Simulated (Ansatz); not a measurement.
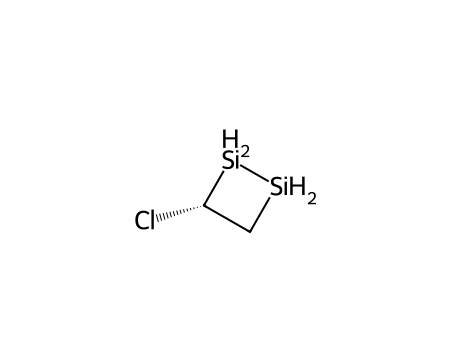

Computed geometry: PBE-D4/def2-SVP optimisation. No frequency run is at hand to confirm it as a minimum. Level of theory: RKS PBE-D4/def2-SVP (Ansatz 0.2.0).

What does the calculation give?

The species is C₂H₇ClSi₂ (`Cl[C@H]1C[SiH2][SiH2]1`).
- dipole moment: 1.46 D
- dispersion correction: −34.4 kJ/mol
